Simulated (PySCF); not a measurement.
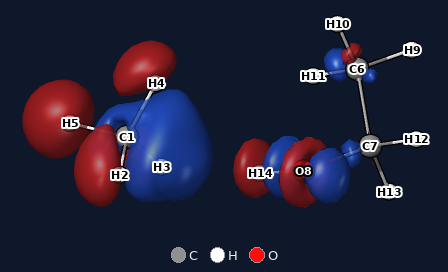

Figure 1: C₃H₁₀O, SMILES `C.CCO`. Density of the complex less the densities of the two fragments at the same geometry, ±0.0015 e/Å³ (blue: gain, red: loss). Fragment A: H4C (atoms 1–5); fragment B: H6C2O.

PySCF calculation, PBE/def2-SVP, gas phase; geometry: GFN2-xTB.

Input script:

```python
import numpy as np
from pyscf import gto, scf, dft
from pyscf.scf import atom_ks, atom_hf
from scipy.linalg import block_diag
from pyscf.dispersion import dftd3

def solve(mol, dm0=None, hcore=None):
    mf = (dft.UKS if mol.spin else dft.RKS)(mol, xc='pbe')
    mf.grids.level = 3
    mf = mf.density_fit(auxbasis='def2-universal-jkfit')
    mf.conv_tol, mf.max_cycle = 1e-8, 80
    if hcore is not None:
        mf.get_hcore = lambda *args: hcore
    mf.kernel(dm0)
    if not mf.converged:
        mf = mf.newton().run(mf.mo_coeff, mf.mo_occ, max_cycle=30)
    assert mf.converged, 'SCF not converged'
    return mf

mol = gto.M(atom='''
C     -2.76301     0.16534    -0.04667
H     -2.74834    -0.89203     0.18611
H     -2.39451     0.32570    -1.05265
H     -2.14774     0.70337     0.66346
H     -3.78026     0.52908     0.01868
C      1.22511     1.15591     0.11577
C      1.50069    -0.29854    -0.25166
O      0.51724    -1.18029     0.23441
H      2.05045     1.78454    -0.20649
H      1.10868     1.25230     1.19270
H      0.31355     1.50575    -0.36654
H      2.43748    -0.63204     0.20082
H      1.59181    -0.39378    -1.34455
H     -0.34578    -0.87676    -0.07141
''', basis='def2-svp', charge=0, spin=0, verbose=4)
mol_a = gto.M(atom='''
C     -2.76301     0.16534    -0.04667
H     -2.74834    -0.89203     0.18611
H     -2.39451     0.32570    -1.05265
H     -2.14774     0.70337     0.66346
H     -3.78026     0.52908     0.01868
ghost-C      1.22511     1.15591     0.11577
ghost-C      1.50069    -0.29854    -0.25166
ghost-O      0.51724    -1.18029     0.23441
ghost-H      2.05045     1.78454    -0.20649
ghost-H      1.10868     1.25230     1.19270
ghost-H      0.31355     1.50575    -0.36654
ghost-H      2.43748    -0.63204     0.20082
ghost-H      1.59181    -0.39378    -1.34455
ghost-H     -0.34578    -0.87676    -0.07141
''', basis='def2-svp', charge=0, spin=0, verbose=4)
mol_b = gto.M(atom='''
ghost-C     -2.76301     0.16534    -0.04667
ghost-H     -2.74834    -0.89203     0.18611
ghost-H     -2.39451     0.32570    -1.05265
ghost-H     -2.14774     0.70337     0.66346
ghost-H     -3.78026     0.52908     0.01868
C      1.22511     1.15591     0.11577
C      1.50069    -0.29854    -0.25166
O      0.51724    -1.18029     0.23441
H      2.05045     1.78454    -0.20649
H      1.10868     1.25230     1.19270
H      0.31355     1.50575    -0.36654
H      2.43748    -0.63204     0.20082
H      1.59181    -0.39378    -1.34455
H     -0.34578    -0.87676    -0.07141
''', basis='def2-svp', charge=0, spin=0, verbose=4)
ab, a, b = solve(mol), solve(mol_a), solve(mol_b)
e_int = ab.e_tot - a.e_tot - b.e_tot
print('counterpoise-corrected interaction energy / kcal/mol', e_int * 627.5095)
def disp(atoms, charge):
    m = gto.M(atom=atoms, charge=charge, basis='sto-3g', spin=None, unit='Bohr', verbose=0)
    return dftd3.DFTD3Dispersion(m, xc='pbe', version='d3bj').get_dispersion()['energy']
e_disp = disp(mol._atom, mol.charge) - disp(mol._atom[:5], mol_a.charge) - disp(mol._atom[5:], mol_b.charge)
print('D3(BJ) part / kcal/mol', e_disp * 627.5095)
# spherically averaged free atoms, for the promolecule
atm = atom_ks.get_atm_nrks(mol, xc='pbe')
pro = block_diag(*[(atm[a[0]][2] * atm[a[0]][3]) @ atm[a[0]][2].T for a in mol._atom])
np.savez('result.npz', e_int=e_int, e_disp=e_disp, dm_a=a.make_rdm1(), dm_b=b.make_rdm1(), c=ab.mo_coeff, occ=ab.mo_occ, eps=ab.mo_energy, pro=pro, d=[f.dip_moment(verbose=0) for f in (ab, a, b)])
```

Launched as:

```sh
OMP_NUM_THREADS=1 python input.py
```

The run took 34 s on 1 thread of Arm Neoverse V1 (shared host), peak memory 0.44 GiB.

Partitions, critical points and surface values were worked out afterwards from this run's density.

Question: Which way does charge flow?

Answer: Hirshfeld charges show 0.006 e passing from A to B. By Hirshfeld charges, electrons gather most on O8 (−0.003 e) and leave H5 most (+0.006 e); 0.03 e is displaced in all, which induces a dipole of 0.23 D.

Question: What is the interaction energy, and which contacts carry it?

Answer: The counterpoise-corrected interaction energy of the frozen fragments is −0.4 kcal/mol without dispersion correction and −1.4 kcal/mol with D3(BJ). The pair geometry is semi-empirical, not a minimum at this level. Contacts: C1···H14, O–H···C contact, 2.63 Å, ρ = 0.006 a.u.; H4···H11, H···H contact, 2.79 Å, ρ = 0.003 a.u. The pose is a local one from a semi-empirical search, not shown to be the most stable.
